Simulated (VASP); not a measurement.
Band structure of Ga₃As₄B (ordered alloy cell). These are PBEsol GGA, VASP's PBE PAW potentials (set 64) (plane waves; VASP) values and carry that method's errors.

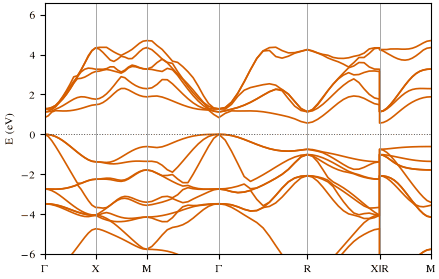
Bands along high-symmetry lines, zero at the valence-band maximum or, without a gap, the Fermi level

Q: Read the plot: is there a gap, and where are the band edges?

A: The gap is indirect, 0.57 eV, from the valence maximum at Γ to the conduction minimum at R. (Edges off the drawn lines would not show.)

The structure was generated: Ga3As4B was put into an ordered model structure (P-43m), which need not be its known phase. It was relaxed first.
